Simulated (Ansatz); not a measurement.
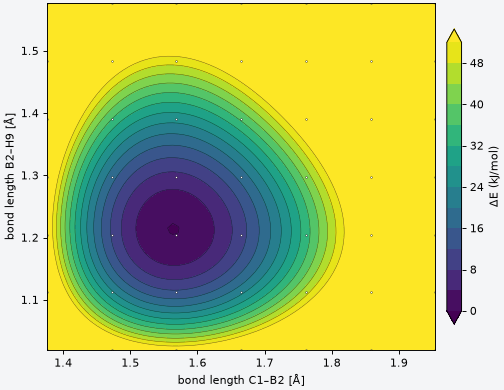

CH₄B₂BrF, SMILES CBB(F)Br. 
- Coordinates scanned: (1) bond length C1–B2; (2) bond length B2–H9.
- Nothing is relaxed (all other coordinates rigid).
- Grid: 7 × 7 points.
- Points are written as (first, second).
- Energies are in kJ/mol, from the lowest grid point.
- The calculation used RKS B3LYP-D4/def2-SVP (Ansatz 0.2.0).

Drawn: filled contours, dots at the grid points, one colour for all values above the top of the scale. Between grid points the surface is interpolated.

Q: Where is the minimum, and how stiff is the well along each coordinate?

A: The interpolated minimum is at bond length C1–B2 ≈ 1.563 Å, bond length B2–H9 ≈ 1.213 Å. The curvatures there are about 24 eV/Å² and 22 eV/Å², with a cross term of about 0.5 eV/Å². Round the minimum the two coordinates are nearly uncoupled. (1 eV is 96.5 kJ/mol.)
